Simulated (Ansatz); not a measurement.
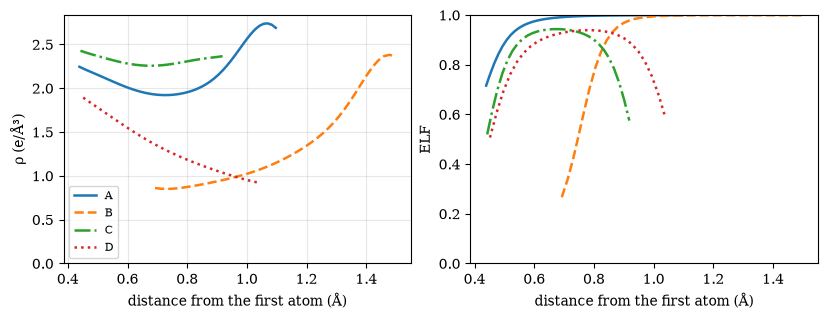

Figure 1: C$_{2}$H$_{4}$Si (SMILES [CH2]C=[SiH+]) (charge +1, doublet). Electron density and electron localisation function along straight lines between neighbouring atoms. The curves leave out the atomic cores.

Geometry: r2SCAN-D4/def2-SVP.

All numbers below come from isolated molecule in a Gaussian basis; Kohn-Sham density functional theory, functional PBE0 in Ansatz.

```yaml
atoms:
  - { symbol: C, position_ang: [-1.4106, 0.6984, -0.8391] }
  - { symbol: C, position_ang: [-0.7854, 0.6031, 0.3653] }
  - { symbol: Si, position_ang: [-1.0447, -0.7815, 1.4953] }
  - { symbol: H, position_ang: [-2.1139, -0.0591, -1.2054] }
  - { symbol: H, position_ang: [-1.2284, 1.5553, -1.4996] }
  - { symbol: H, position_ang: [-0.0860, 1.3921, 0.6888] }
  - { symbol: H, position_ang: [-0.3221, -0.8177, 2.8048] }
```

**Which curve belongs to which contact (C–C, C–H, C–Si and Si–H)? The first atom named is at distance zero.**

Curve A: C–H (1.10 Å): the density is about 2.1 e/Å³ at the midpoint; the ELF climbs to about 1 towards the hydrogen, as it does in any bond to H (an ordinary covalent bond to hydrogen). Curve B: Si–H (1.50 Å): the density is about 0.85 e/Å³ at the midpoint; the ELF climbs to about 1 towards the hydrogen. Curve C: C–C (1.36 Å): ρ at the midpoint is about 2.3 e/Å³; the ELF peaks at about 0.95 between the atoms (localised, covalent bonding). Curve D: C–Si (1.81 Å): ρ at the midpoint is about 1.1 e/Å³; the ELF peaks at about 0.95 between the atoms: a shared electron pair.
